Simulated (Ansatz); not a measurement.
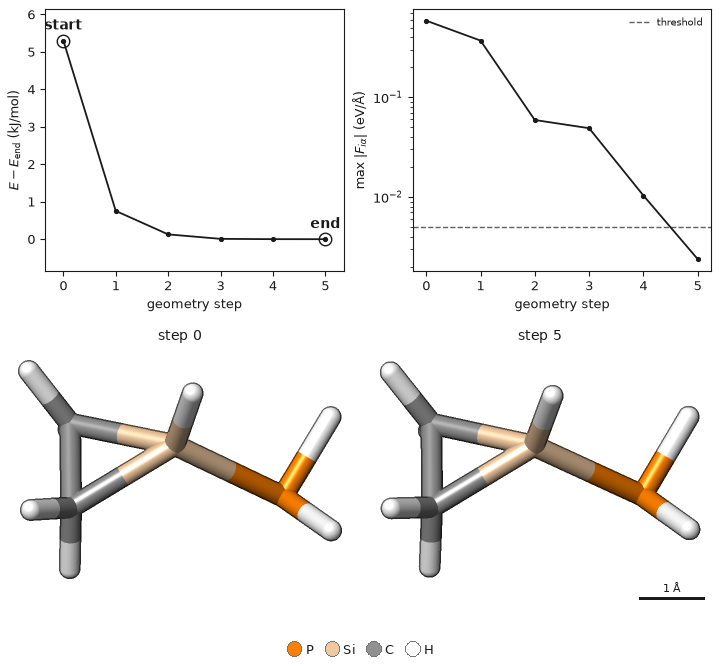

First and last geometry of a relaxation of C2H7PSi, with the history of the run. The picture is a stick view, seen at a tilt.

The start comes from PBE-D4/def2-SVP.

The calculation used RKS PBE0-D4/def2-TZVP in Ansatz.

The input:
```yaml
crystal:
  periodic: [false, false, false]
  atoms:
    - {symbol: P, position_ang: [-1.817226, 1.154418, -0.748153]}
    - {symbol: Si, position_ang: [0.234506, 0.593731, -0.003841]}
    - {symbol: C, position_ang: [0.337911, -0.960656, 1.054433]}
    - {symbol: C, position_ang: [0.792583, -1.160369, -0.401861]}
    - {symbol: H, position_ang: [-1.334826, 1.994472, -1.815914]}
    - {symbol: H, position_ang: [-1.970984, 2.268262, 0.154607]}
    - {symbol: H, position_ang: [1.290783, 1.636299, 0.207419]}
    - {symbol: H, position_ang: [-0.601547, -1.451771, 1.360621]}
    - {symbol: H, position_ang: [1.117307, -1.008974, 1.833959]}
    - {symbol: H, position_ang: [1.867770, -1.335126, -0.578640]}
    - {symbol: H, position_ang: [0.149124, -1.787387, -1.042230]}
basis:
  gaussian: {orbitals: def2-TZVP}
hamiltonian: {xc: pbe0, dispersion: d4}
relax: {f_tol: 0.005, max_steps: 150}
```

Command:
```bash
ansatz run in.yaml --threads 2 --pin off --events-out ev --progress --plain --max-ram 4352MiB
```

Read the history and describe the run.

It converged. The largest move after the best rigid fit is that of H7, 0.043 Å. By element the largest moves are H 0.043 Å, P 0.022 Å, C 0.021 Å, Si 0.020 Å. Near-neighbour distances that change, for instance: Si2–C3 1.883 → 1.853 Å, P1–Si2 2.253 → 2.230 Å, P1–H5 1.442 → 1.421 Å, C3–H8 1.103 → 1.085 Å. After 5 geometry steps the energy has fallen by 5.30 kJ/mol. The largest force component goes from 0.59 to 0.0024 eV/Å. Cost: 33 s on 2 threads of Arm Neoverse V1, on a shared host.
